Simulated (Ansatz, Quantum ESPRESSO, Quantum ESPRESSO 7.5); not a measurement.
## Work-function anisotropy of Fe

Aim: the work function of the low-index faces of Fe, their order, and how far the functional matters.

Method: plane-wave DFT, PBE, GBRV ultrasoft pseudopotentials (geometry and cross-check by Ansatz 0.2.0 with PAW datasets; geometry under PBE), in Quantum ESPRESSO 7.5.

**Measured values to reproduce.**

“Anisotropic work function of elemental crystals” (2019, arxiv:1902.07811) quotes from earlier work for Fe (clean single-crystal faces): work function of (110) (clean (110) face) 5.12 eV; work function of (100) (clean (100) face) 4.75 eV; work function of (111) (clean (111) face) 4.81 eV.

## 1. Starting point

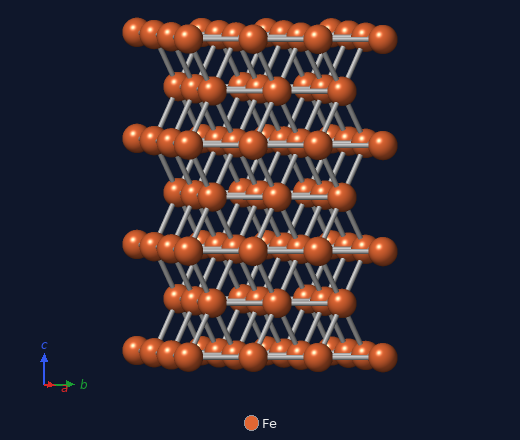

The cell as given, from the side, with the c axis up (iron orange). 3×3×1 cells are drawn. Some periodic images of atoms are drawn too.

The cell holds 7 atoms: 7 Fe. Cell: a = 2.485 Å, b = 2.485 Å, c = 28.176 Å, α = 90.0°, β = 90.0°, γ = 70.5°. It derives from Fe. Vacuum lies along c.

## 2. Geometry from Ansatz of (110)

A relaxation in Ansatz fixes the structure of this slab for the runs on it.

input.yaml

```yaml
crystal:
  lattice:
    - [2.029396462, -1.435, 0.0]
    - [2.029396462, 1.435, 0.0]
    - [0.0, 0.0, 28.176378772]
  atoms:
    - { symbol: Fe, position: [0.0, 0.0, 0.2839257686], spin: 2.5 }
    - { symbol: Fe, position: [0.5, 0.5, 0.3559505124], spin: 2.5 }
    - { symbol: Fe, position: [0.0, 0.0, 0.4279752562], spin: 2.5 }
    - { symbol: Fe, position: [0.5, 0.5, 0.5], spin: 2.5 }
    - { symbol: Fe, position: [0.0, 0.0, 0.5720247438], spin: 2.5 }
    - { symbol: Fe, position: [0.5, 0.5, 0.6440494876], spin: 2.5 }
    - { symbol: Fe, position: [0.0, 0.0, 0.7160742314], spin: 2.5 }
magnetization:
  spin_polarized: true
kpoints:
  mp_grid: { grid: [12, 12, 1] }
hamiltonian:
  xc: pbe
scf:
  occupations: { method: fermi_dirac, width: 0.1 }
  convergence: { dr2_threshold: 1.0e-08 }
efield:
  axis: 3
  dipole_correction: true
  ramp_position: 0.97
  ramp_width: 0.04
relax:
  f_tol: 0.01
  constraints: [{ sites: [2, 3, 4] }]
output:
  write_potential: true
  write_density: true
  volumetric_format: npy
```

Run with:

```bash
$ ansatz run input.yaml --threads 4 --pin off --max-ram 16384MiB --backend cpu --events-out ev --progress --plain --runs-dir out
```

Numbers of over 12 decimals in the logs are rounded to 6 here.

Log:

```text
Engine: ansatz 0.2.0, aarch64-unknown-linux-gnu
Pseudopotentials: kind: paw
Pseudopotential: Fe, paw, valence charge 16, recommended cutoff 420 eV (normal), Fe.paw.azcp
Functional definition: PBE
  parameter kappa = 0.804
  parameter beta = 0.066725
  exchange = pbe_x(kappa = kappa, mu = beta*pi^2/3)
  correlation = pbe_c(beta = beta)
Crystal: 7 atoms, lattice volume = 164.110 Å³
Basis set: ecut = 420 eV, 3193 PW (Γ), exchange–correlation on 36×36×384 points (8 copies of the dense FFT grid, shifted against one another)
Bands: 78, of which v1, the nominal top of the filled ones, is band 56 counted from 1 (55 counted from 0)
Symmetry: 4 space group operations
k-points: 43 of 144
Non-local potential: Fe, projectors of the file, l = 0: 3, l = 1: 2, l = 2: 3, l = 3: 1
PAW form: soft (Blöchl's): semilocal exchange-correlation on the pseudo side does not see the compensation charge
PAW one-centre angular grid: Fe, 590 points (default); XC on 64 Gauss nodes
Initial density: superposition of atomic densities (neutral atoms: chi_scale 0, normalization atom)
Starting moments: Σ|m| = 17.5 μB on 7 of 7 sites
Initial wavefunctions: pseudopotential atomic-orbital guess
Functional: x = pbe(κ = 0.804, μ = 0.219515), c = pbe(β = 0.066725)
SCF iter   1: F=—  HF=-31360.718258 eV  |F-HF|=—  |Δ(HF+E_count)|=         —  Δρ=5.25e-2 (↑2.41e-2 ↓5.25e-2)  dr2=1.82e1  dr2_m=7.25e-1  M=16.563 μB ∫|m|=16.779 μB  β_m=1.00  ethr=3.10e-3  p=-0.000 e·Å  D=-7.75e-6 V/Å  ΔV_dip=0.00 eV  dr2_dipole=3.18e-7  V_vac-E_F(+/−)=7.76/7.76 eV  ⟨swp⟩=8.9  Hψ=30948  notcnv=0  defer=132
Mixer restart at iter 1: flushing history
efield: sawtooth ramp at fractional position 0.9700 (set: `efield.ramp_position`, or a place that a band, a saddle search or an elastic batch's reference lends), width 0.0400; the density the first Hamiltonian is built on has a dipole p = -0.000 e·Å; the dipole correction subtracts the counter field D = -7.75e-6 V/Å, which shifts the + side's vacuum level by +0.00 eV against the − side's; the planar-averaged density in the ramp window peaks in size at 2.7e-5 e/Å³
preconditioner: auto → LDOS  [metal: Δε(μ)=0.002 eV  Ē_g=6.869 eV  σ=0.100 eV  W_gap=0.01  n_scr=22 (ndim 8)  ℏωp=21.7 eV  f_vac=0.449  D(μ)=8.15/eV (n_scr^D=78)]
spin=Collinear: LDOS preconditioning applied to the charge; magnetization (m = ρ↑ − ρ↓) channel mixes plain (no charge-response kernel on spin).
SCF iter   2: F=—  HF=-31358.186550 eV  |F-HF|=—  |Δ(HF+E_count)|=    2.53e0  Δρ=1.47e-2 (↑1.47e-2 ↓1.06e-2)  dr2=1.89e0  dr2_m=1.37e-1  M=16.570 μB ∫|m|=17.165 μB  β_m=0.33  ethr=3.10e-3  p=-0.000 e·Å  D=-3.43e-5 V/Å  ΔV_dip=0.00 eV  dr2_dipole=5.73e-6  V_vac-E_F(+/−)=6.49/6.49 eV  ⟨swp⟩=3.2  Hψ=13299  notcnv=0  defer=385
density mixer auto → msr1: a metal under ldos (density of states about μ 2.91 of a free-electron gas's, 22 screened modes)
SCF iter   3: F=—  HF=-31359.848737 eV  |F-HF|=—  |Δ(HF+E_count)|=    1.66e0  Δρ=7.28e-3 (↑7.28e-3 ↓5.18e-3)  dr2=2.26e-1  dr2_m=3.31e-2  M=16.462 μB ∫|m|=17.175 μB  β_m=0.45  ethr=1.69e-3  p=-0.000 e·Å  D=-1.21e-5 V/Å  ΔV_dip=0.00 eV  dr2_dipole=1.85e-6  V_vac-E_F(+/−)=5.77/5.77 eV  ⟨swp⟩=2.8  Hψ=9674  notcnv=0  defer=400
SCF iter   4: F=—  HF=-31361.275723 eV  |F-HF|=—  |Δ(HF+E_count)|=         —  Δρ=8.39e-3 (↑8.39e-3 ↓4.85e-3)  dr2=7.04e-2  dr2_m=5.71e-2  M=16.654 μB ∫|m|=17.456 μB  β_m=0.45  ethr=2.02e-4  p=0.000 e·Å  D=1.41e-5 V/Å  ΔV_dip=-0.00 eV  dr2_dipole=2.55e-8  V_vac-E_F(+/−)=5.09/5.09 eV  ⟨swp⟩=3.4  Hψ=14747  notcnv=0  defer=424
SCF iter   5: F=—  HF=-31361.551298 eV  |F-HF|=—  |Δ(HF+E_count)|=   2.76e-1  Δρ=5.21e-3 (↑5.21e-3 ↓3.05e-3)  dr2=2.69e-2  dr2_m=2.27e-2  M=16.689 μB ∫|m|=17.495 μB  β_m=0.72  ethr=6.29e-5  p=0.000 e·Å  D=9.71e-6 V/Å  ΔV_dip=-0.00 eV  dr2_dipole=7.97e-8  V_vac-E_F(+/−)=4.95/4.95 eV  ⟨swp⟩=2.3  Hψ=11089  notcnv=0  defer=420
SCF iter   6: F=—  HF=-31361.659693 eV  |F-HF|=—  |Δ(HF+E_count)|=   1.08e-1  Δρ=1.42e-3 (↑1.42e-3 ↓7.92e-4)  dr2=8.30e-3  dr2_m=1.09e-3  M=16.767 μB ∫|m|=17.581 μB  β_m=0.72  ethr=2.40e-5  p=-0.000 e·Å  D=-7.99e-6 V/Å  ΔV_dip=0.00 eV  dr2_dipole=1.75e-7  V_vac-E_F(+/−)=4.80/4.80 eV  ⟨swp⟩=2.9  Hψ=14273  notcnv=0  defer=409
SCF iter   7: F=—  HF=-31361.659068 eV  |F-HF|=—  |Δ(HF+E_count)|=   6.26e-4  Δρ=9.72e-4 (↑9.72e-4 ↓4.10e-4)  dr2=3.36e-3  dr2_m=1.98e-4  M=16.754 μB ∫|m|=17.577 μB  β_m=0.60  ethr=7.41e-6  p=-0.000 e·Å  D=-1.82e-6 V/Å  ΔV_dip=0.00 eV  dr2_dipole=1.35e-7  V_vac-E_F(+/−)=4.76/4.76 eV  ⟨swp⟩=2.4  Hψ=11767  notcnv=0  defer=410
SCF iter   8: F=—  HF=-31361.658630 eV  |F-HF|=—  |Δ(HF+E_count)|=   4.38e-4  Δρ=3.09e-4 (↑3.09e-4 ↓1.56e-4)  dr2=1.49e-4  dr2_m=4.03e-5  M=16.751 μB ∫|m|=17.577 μB  β_m=0.57  ethr=3.00e-6  p=-0.000 e·Å  D=-3.46e-6 V/Å  ΔV_dip=0.00 eV  dr2_dipole=6.43e-9  V_vac-E_F(+/−)=4.74/4.74 eV  ⟨swp⟩=2.3  Hψ=10543  notcnv=0  defer=410
SCF iter   9: F=—  HF=-31361.658910 eV  |F-HF|=—  |Δ(HF+E_count)|=   2.79e-4  Δρ=1.28e-4 (↑1.28e-4 ↓6.79e-5)  dr2=2.60e-5  dr2_m=9.03e-6  M=16.752 μB ∫|m|=17.578 μB  β_m=0.56  ethr=1.33e-7  p=-0.000 e·Å  D=-3.03e-6 V/Å  ΔV_dip=0.00 eV  dr2_dipole=7.26e-10  V_vac-E_F(+/−)=4.75/4.75 eV  ⟨swp⟩=3.1  Hψ=12714  notcnv=0  defer=410
SCF iter  10: F=—  HF=-31361.658918 eV  |F-HF|=—  |Δ(HF+E_count)|=   7.94e-6  Δρ=5.23e-5 (↑5.23e-5 ↓4.20e-5)  dr2=6.11e-6  dr2_m=1.61e-6  M=16.752 μB ∫|m|=17.578 μB  β_m=0.71  ethr=2.32e-8  p=-0.000 e·Å  D=-3.14e-6 V/Å  ΔV_dip=0.00 eV  dr2_dipole=2.16e-9  V_vac-E_F(+/−)=4.74/4.74 eV  ⟨swp⟩=2.2  Hψ=9195  notcnv=0  defer=410
SCF iter  11: F=—  HF=-31361.658929 eV  |F-HF|=—  |Δ(HF+E_count)|=   1.18e-5  Δρ=3.01e-5 (↑3.01e-5 ↓1.66e-5)  dr2=1.71e-6  dr2_m=5.29e-7  M=16.754 μB ∫|m|=17.579 μB  β_m=0.66  ethr=5.45e-9  p=-0.000 e·Å  D=-2.78e-6 V/Å  ΔV_dip=0.00 eV  dr2_dipole=2.09e-9  V_vac-E_F(+/−)=4.74/4.74 eV  ⟨swp⟩=2.3  Hψ=11427  notcnv=0  defer=410
SCF iter  12: F=—  HF=-31361.658930 eV  |F-HF|=—  |Δ(HF+E_count)|=   1.66e-7  Δρ=8.79e-6 (↑8.79e-6 ↓8.38e-6)  dr2=2.82e-7  dr2_m=3.11e-8  M=16.754 μB ∫|m|=17.579 μB  β_m=0.76  ethr=1.52e-9  p=-0.000 e·Å  D=-2.98e-6 V/Å  ΔV_dip=0.00 eV  dr2_dipole=1.36e-11  V_vac-E_F(+/−)=4.74/4.74 eV  ⟨swp⟩=2.8  Hψ=11772  notcnv=0  defer=410
SCF iter  13: F=—  HF=-31361.658930 eV  |F-HF|=—  |Δ(HF+E_count)|=   4.07e-7  Δρ=1.31e-5 (↑1.31e-5 ↓3.58e-6)  dr2=2.85e-7  dr2_m=4.95e-8  M=16.754 μB ∫|m|=17.579 μB  β_m=0.59  ethr=2.52e-10  p=-0.000 e·Å  D=-2.83e-6 V/Å  ΔV_dip=0.00 eV  dr2_dipole=4.34e-10  V_vac-E_F(+/−)=4.74/4.74 eV  ⟨swp⟩=2.6  Hψ=12829  notcnv=0  defer=410
[...]
SCF iter   4: F=—  HF=-31361.682029 eV  |F-HF|=—  |Δ(HF+E_count)|=   1.41e-3  Δρ=6.71e-4 (↑6.71e-4 ↓4.36e-4)  dr2=2.02e-3  dr2_m=2.67e-4  M=16.535 μB ∫|m|=17.324 μB  β_m=0.50  ethr=4.37e-6  p=0.000 e·Å  D=5.45e-6 V/Å  ΔV_dip=-0.00 eV  dr2_dipole=1.17e-8  V_vac-E_F(+/−)=4.69/4.69 eV  ⟨swp⟩=2.0  Hψ=8591  notcnv=0  defer=418
SCF iter   5: F=—  HF=-31361.681909 eV  |F-HF|=—  |Δ(HF+E_count)|=   1.20e-4  Δρ=2.61e-4 (↑2.61e-4 ↓1.77e-4)  dr2=2.62e-4  dr2_m=5.09e-5  M=16.528 μB ∫|m|=17.317 μB  β_m=0.57  ethr=1.80e-6  p=0.000 e·Å  D=4.47e-6 V/Å  ΔV_dip=-0.00 eV  dr2_dipole=7.44e-9  V_vac-E_F(+/−)=4.70/4.70 eV  ⟨swp⟩=2.0  Hψ=8861  notcnv=0  defer=417
SCF iter   6: F=—  HF=-31361.681910 eV  |F-HF|=—  |Δ(HF+E_count)|=   4.30e-7  Δρ=1.38e-4 (↑1.38e-4 ↓8.85e-5)  dr2=4.50e-5  dr2_m=6.72e-6  M=16.533 μB ∫|m|=17.321 μB  β_m=0.51  ethr=2.34e-7  p=0.000 e·Å  D=3.52e-6 V/Å  ΔV_dip=-0.00 eV  dr2_dipole=8.41e-10  V_vac-E_F(+/−)=4.71/4.71 eV  ⟨swp⟩=2.6  Hψ=9537  notcnv=0  defer=417
SCF iter   7: F=—  HF=-31361.681903 eV  |F-HF|=—  |Δ(HF+E_count)|=   6.37e-6  Δρ=3.93e-5 (↑3.93e-5 ↓2.43e-5)  dr2=4.67e-6  dr2_m=8.02e-7  M=16.530 μB ∫|m|=17.318 μB  β_m=0.47  ethr=4.01e-8  p=0.000 e·Å  D=3.16e-6 V/Å  ΔV_dip=-0.00 eV  dr2_dipole=1.32e-10  V_vac-E_F(+/−)=4.72/4.72 eV  ⟨swp⟩=2.6  Hψ=10581  notcnv=0  defer=417
SCF iter   8: F=—  HF=-31361.681904 eV  |F-HF|=—  |Δ(HF+E_count)|=   3.48e-7  Δρ=1.48e-5 (↑1.48e-5 ↓1.19e-5)  dr2=6.48e-7  dr2_m=1.94e-7  M=16.530 μB ∫|m|=17.318 μB  β_m=0.69  ethr=4.17e-9  p=0.000 e·Å  D=2.98e-6 V/Å  ΔV_dip=-0.00 eV  dr2_dipole=2.34e-11  V_vac-E_F(+/−)=4.72/4.72 eV  ⟨swp⟩=2.7  Hψ=9984  notcnv=0  defer=417
SCF iter   9: F=—  HF=-31361.681904 eV  |F-HF|=—  |Δ(HF+E_count)|=   8.18e-7  Δρ=7.61e-6 (↑7.61e-6 ↓4.88e-6)  dr2=8.08e-7  dr2_m=2.48e-8  M=16.529 μB ∫|m|=17.317 μB  β_m=0.69  ethr=5.79e-10  p=0.000 e·Å  D=2.88e-6 V/Å  ΔV_dip=-0.00 eV  dr2_dipole=2.29e-12  V_vac-E_F(+/−)=4.72/4.72 eV  ⟨swp⟩=2.2  Hψ=9573  notcnv=0  defer=417
SCF iter  10: F=—  HF=-31361.681904 eV  |F-HF|=—  |Δ(HF+E_count)|=   3.83e-8  Δρ=2.60e-6 (↑2.60e-6 ↓1.77e-6)  dr2=4.21e-8  dr2_m=3.21e-9  M=16.529 μB ∫|m|=17.317 μB  β_m=0.74  ethr=5.79e-10  p=0.000 e·Å  D=2.88e-6 V/Å  ΔV_dip=-0.00 eV  dr2_dipole=4.29e-13  V_vac-E_F(+/−)=4.72/4.72 eV  ⟨swp⟩=1.4  Hψ=6952  notcnv=0  defer=417
SCF iter  11: F=—  HF=-31361.681904 eV  |F-HF|=—  |Δ(HF+E_count)|=   1.68e-8  Δρ=2.50e-6 (↑2.50e-6 ↓1.09e-6)  dr2=1.58e-8  dr2_m=1.23e-9  M=16.529 μB ∫|m|=17.317 μB  β_m=0.62  ethr=3.76e-11  p=0.000 e·Å  D=2.86e-6 V/Å  ΔV_dip=-0.00 eV  dr2_dipole=7.51e-14  V_vac-E_F(+/−)=4.72/4.72 eV  ⟨swp⟩=2.9  Hψ=12100  notcnv=0  defer=417
SCF iter  12: F=—  HF=-31361.681904 eV  |F-HF|=—  |Δ(HF+E_count)|=   1.70e-9  Δρ=1.07e-6 (↑1.07e-6 ↓4.40e-7)  dr2=2.21e-9  dr2_m=6.43e-10  M=16.529 μB ∫|m|=17.317 μB  β_m=0.65  ethr=1.41e-11  p=0.000 e·Å  D=2.86e-6 V/Å  ΔV_dip=-0.00 eV  dr2_dipole=1.29e-14  V_vac-E_F(+/−)=4.72/4.72 eV  ⟨swp⟩=2.3  Hψ=10441  notcnv=0  defer=417
SCF iter  13: F=-31361.681904 eV  HF=-31361.681904 eV  |F-HF|=9.86e-10  |Δ(HF+E_count)|=   2.60e-9  Δρ=4.37e-7 (↑4.22e-7 ↓4.37e-7)  dr2=1.22e-9  dr2_m=2.18e-11  M=16.529 μB ∫|m|=17.317 μB  ethr=1.97e-12  p=0.000 e·Å  D=2.87e-6 V/Å  ΔV_dip=-0.00 eV  dr2_dipole=6.53e-12  V_vac-E_F(+/−)=4.72/4.72 eV  ⟨swp⟩=6.2  Hψ=38066  notcnv=0
SCF 3 converged in 13 iterations: F = -31361.681904 eV  dr2 = 1.22e-9
  greatest PAW one-centre occupation: 1.002 electrons in one spin orbital (limit 2), on the Fe atom at site 6 (counted from 0), in its partial waves of l = 1
relax step   3: F+E_penalty+E_count = -31361.68190448 eV  Δ(F+E_penalty+E_count) = -6.787e-3 eV  max|allowed force component| = 2.896e-3 eV/Å  Δτ_max = 0.0525 Å  (13 SCF iters, accepted)
NSCF: frozen V_eff on 43 k-points
the band table was solved once a step of the walk had ended and its energy, with any forces and stress, was formed, with the checks that follow a solve (33875 applications of the Hamiltonian). They found nothing against the state; the energy, forces and stress were not computed again (output.eigenvalues in the input reference)
WARN: The output density's exchange-correlation potential varies sharply where the density is thin. Do not read a vacuum level from v_tot or v_xc, or from such a field of the output density. On a cell that repeats whose density bears no net charge and no dipole along the vacuum's axis use v_es (v_loc + v_h of the components); under efield.dipole_correction with no amplitude use v_es + v_field, which holds any externa [...]
SCF converged after 13 iterations
Magnetization: 16.5290 μB (64.2645 up, 47.7355 down)
Absolute magnetization: 17.3175 μB (∫|ρ↑−ρ↓|, with the PAW one-centre terms)
Spin contamination: 0.3017 ħ² per cell (⟨S²⟩ above its minimum at these occupations)
Per-site moments (μB) at R_I (Å): [(2.594706, 1.005334), (2.320768, 1.005334), (2.276114, 1.012506), (2.294533, 1.025266), (2.276112, 1.012505), (2.320765, 1.005334), (2.594705, 1.005334)]
Free energy (F): -31361.681904 eV
Harris-Foulkes:  -31361.681904 eV  (|F-HF|=9.86e-10)
Internal energy: -31361.436085 eV  (E = F + TS)
E sigma→0 (E₀):  -31361.558995 eV
Entropy (-TS):   -0.245819 eV (-35.117 meV/atom)
Fermi energy:    6.668988 eV
Dipole field:    D = 0.000007 V/Å  (p = 0.000006 e·Å, saw-weighted, corrected)
Work function:   Φ+ = 4.7232 eV   Φ− = 4.7234 eV
Levels:          The Fermi level and band energies are counted from a zero that moves with the ramp; work functions are not
--- Per-component energies (eV) ---
  E_band       = -2801.119423
  E_kinetic    = 2444.848297
  E_local      = -249069.704733  (includes V_loc(G=0)·N_el)
  E_nonlocal   = 1539.744943
  E_hartree    = 122720.956348
  E_xc         = -819.956834
  E_vxc        = -1055.424486  (∫ρ·V_xc dr)
  E_paw        = -9570.454614  (= ΣΔE_a)
  E_vpaw       = -2102.509380  (= ΣTr[D̂ρ^β])
  E_aug_tail   = 0.005419  (compensation charges beyond the density's cutoff)
  E_efield     = 0.000000  (sawtooth field / dipole correction)
  E_vefield    = -0.000210  (∫n·V_field dr)
  E_ewald      = 101393.125088
  E_smearing   = -0.245819  (= −TS)
  E_closure    = 0.000000  (closes the sum)
  Σ components = -31361.681904   (vs F -31361.681904, Δ=0.00e0)
--- Forces (eV/Å), atoms counted from 1 ---
  atom   1  Fe     0.00000000     0.00000000    -0.00257459
  atom   2  Fe     0.00000000     0.00000000     0.00289648
  atom   3  Fe     0.00000000     0.00000000     0.27054201
  atom   4  Fe     0.00000000     0.00000000     0.00000026
  atom   5  Fe     0.00000000     0.00000000    -0.27055164
  atom   6  Fe     0.00000000     0.00000000    -0.00289270
  atom   7  Fe     0.00000000     0.00000000     0.00257980
  max |Σ_I F_I| component: 3.72e-7 eV/Å
--- Band table (eV; the first three rows and the last of 86) ---
  k-point 0 ↑: bands = [... 52 lower, 5.4073, 5.4471, 5.4978, 5.5243, 5.5244, 5.5285, 5.5507, 5.5766, ... 18 higher]
  k-point 1 ↑: bands = [... 52 lower, 5.3249, 5.3557, 5.4026, 5.4090, 5.4274, 5.5190, 5.5336, 5.5850, ... 18 higher]
  k-point 2 ↑: bands = [... 52 lower, 5.2723, 5.3048, 5.3700, 5.3716, 5.4201, 5.4943, 5.5076, 5.5855, ... 18 higher]
  k-point 42 ↓: bands = [... 52 lower, 8.2415, 8.4363, 8.5454, 8.8823, 8.8931, 8.9954, 9.0387, 9.1139, ... 18 higher]
--- Relaxed structure (3 steps of the walk, 3 accepted, 0 SCFs on fresh bases) ---
  F+E_penalty+E_count = -31361.68190448 eV   max|allowed force component| = 2.896e-3 eV/Å
  atoms:
    - { symbol: Fe, position: [0.0, 0.0, 0.287385] }
    - { symbol: Fe, position: [0.5, 0.5, 0.357299] }
    - { symbol: Fe, position: [0.0, 0.0, 0.427975] }
    - { symbol: Fe, position: [0.5, 0.5, 0.500000] }
    - { symbol: Fe, position: [0.0, 0.0, 0.572025] }
    - { symbol: Fe, position: [0.5, 0.5, 0.642701] }
    - { symbol: Fe, position: [0.0, 0.0, 0.712614] }
```

It took 2.1 min on 4 threads of Arm Neoverse V2, shared host; peak memory 1.1 GiB.

Relaxation path:

```
step  energy less that of the first step (eV)  largest force component (eV/Å)
   1                                   0.0000                          0.2631
   2                                  -0.0162                          0.1485
   3                                  -0.0230                          0.0029
```

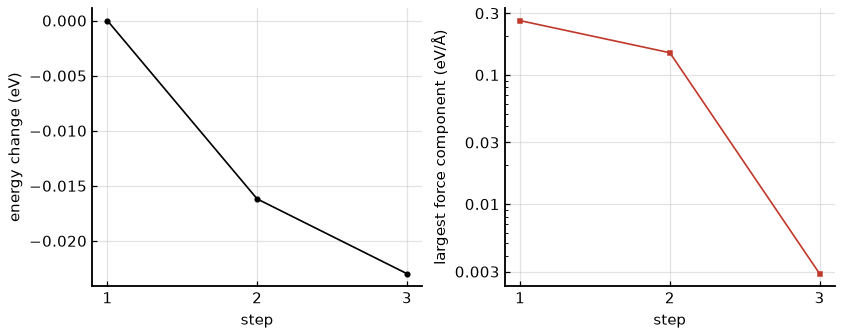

Energy and largest force along the relaxation.

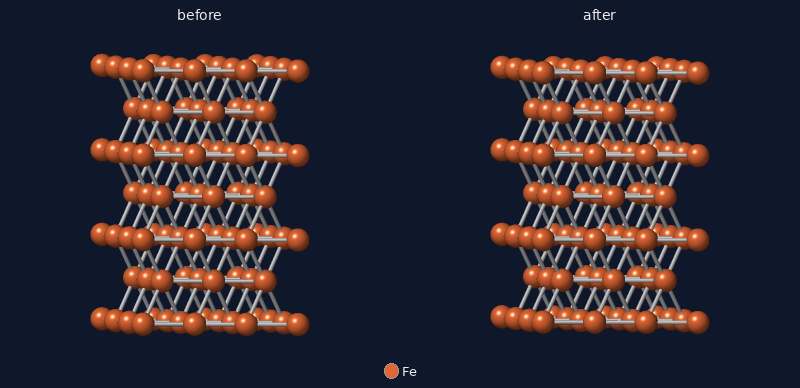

Before and after, at one scale.

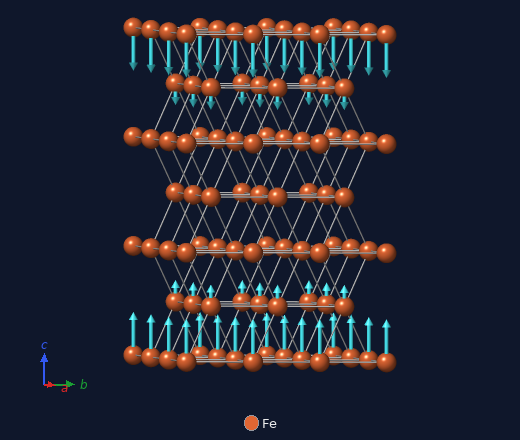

Displacements in the relaxation, exaggerated; the longest in the cell stands for 0.10 Å. 3×3×1 cells are drawn. Some periodic images of atoms are drawn too.

The atoms that moved most (Å):

```
atom     dx     dy      dz  length
 Fe7  0.000  0.000  -0.097   0.097
 Fe1  0.000  0.000   0.097   0.097
 Fe6  0.000  0.000  -0.038   0.038
 Fe2  0.000  0.000   0.038   0.038
```

Final coordinates:

```cif
data_structure
_symmetry_space_group_name_H-M 'P 1'
_symmetry_Int_Tables_number 1
_cell_length_a 2.4855
_cell_length_b 2.4855
_cell_length_c 28.1764
_cell_angle_alpha 90.000
_cell_angle_beta 90.000
_cell_angle_gamma 70.529
_cell_volume 164.11
loop_
_atom_site_label
_atom_site_type_symbol
_atom_site_fract_x
_atom_site_fract_y
_atom_site_fract_z
_atom_site_occupancy
Fe1 Fe 0.00000 0.00000 0.28739 1
Fe2 Fe 0.50000 0.50000 0.35730 1
Fe3 Fe 0.00000 0.00000 0.42798 1
Fe4 Fe 0.50000 0.50000 0.50000 1
Fe5 Fe 0.00000 0.00000 0.57202 1
Fe6 Fe 0.50000 0.50000 0.64270 1
Fe7 Fe 0.00000 0.00000 0.71261 1
```

The relaxation lowers the energy by 3 meV an atom. Held were the atoms numbered 3, 4 and 5; the forces quoted are those on the free ones.

Numbers from this step:

| Property | Result |
| --- | --- |
| free energy | -31361.6819 eV |
| energy at zero smearing | -31361.5590 eV |
| smearing term TS | 0.2458 eV |
| Fermi energy | 6.669 eV |
| magnetization | 16.53 μB |
| absolute magnetization | 17.32 μB |
| site moments | 2.595, 2.321, 2.276, 2.295, 2.276, 2.321, 2.595 μB |
| symmetry operations | 4 |
| work function of the upper face | 4.723 eV |
| work function of the lower face | 4.723 eV |
| dipole along the normal | 6.04e-6 e·Å |

[end of part 1 of 7]

[Logs are printed without paths, hosts, clocks, repeated set-up lines and the standing remarks that a program may print on its own settings, such as how far it seeks lower states.]

[Hosts, paths, dates, database ids (printed as entryN), source tags and the programs' standing remarks are cut or masked in the printed files.]

[Maps of the electrostatic potential energy from Ansatz leave out the sawtooth potential of an applied field or a dipole correction, so their vacuum need not be flat; planar profiles and work functions include it.]
